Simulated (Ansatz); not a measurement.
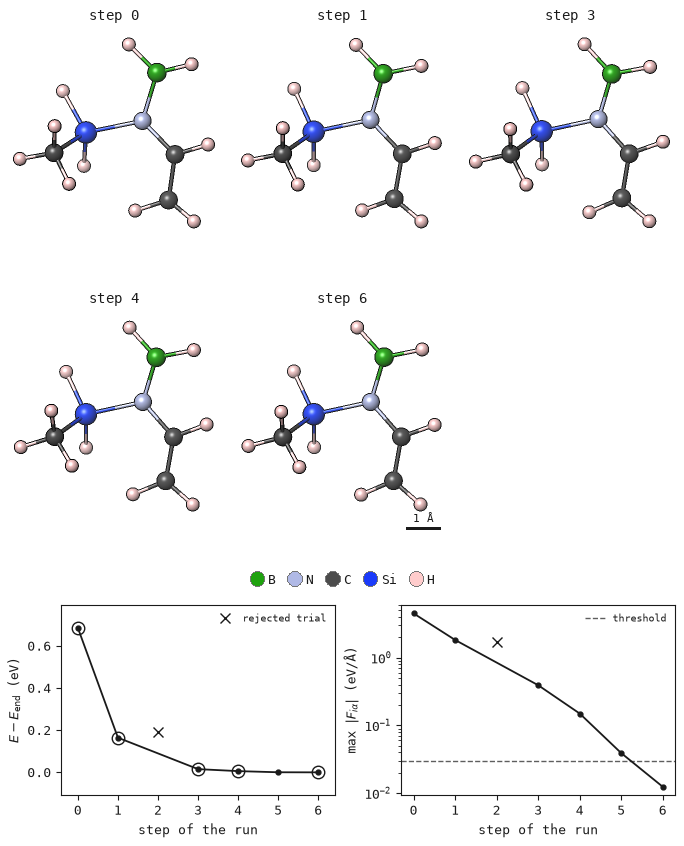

Frames of a relaxation of C$_{3}$H$_{10}$BNSi (coarse preliminary run), marked on the history of the run. Style: ball-and-stick. Shown face on.

The start comes from a force field.

Level of theory: RKS PBE-D4/def2-SVP in Ansatz 0.2.0. Set-up: force threshold 0.03 eV/Å; at most 200 steps.

Describe the path.

Answer. An H atom moves most after the best rigid fit: 0.13 Å. Largest moves by element: H 0.13 Å, C 0.12 Å, N 0.06 Å, B 0.06 Å, Si 0.04 Å. Some distances before and after: B–N 1.533 → 1.420 Å, B–H 1.127 → 1.219 Å, C–H 1.020 → 1.099 Å, C–C 1.401 → 1.349 Å. Bond angles that change, for instance: H–C–H 123.8° → 117.1°, C–C–H 116.7° → 123.4°, N–C–H 118.7° → 112.9°. The energy falls by 0.686 eV in 5 accepted moves (6 points after the start). Largest force component: 4.5 eV/Å at the start, 0.012 eV/Å at the end. The line search rejected the trial step at point 2 of the run. From step 0 to 1: an H atom moves most (0.12 Å), energy −0.521 eV. From step 1 to 3: an H atom moves most (0.10 Å), energy −0.149 eV. From step 3 to 4: an H atom moves most (0.10 Å), energy −0.009 eV. From step 4 to 6: an H atom moves most (0.07 Å), energy −0.006 eV.

| step | E − E(0), eV | largest force component, eV/Å | note |
| --- | --- | --- | --- |
| 0 | 0.0000 | 4.5057 |  |
| 1 | -0.5212 | 1.8270 |  |
| 2 | -0.4944 | 1.7190 | rejected |
| 3 | -0.6704 | 0.3921 |  |
| 4 | -0.6798 | 0.1497 |  |
| 5 | -0.6853 | 0.0390 |  |
| 6 | -0.6857 | 0.0124 |  |
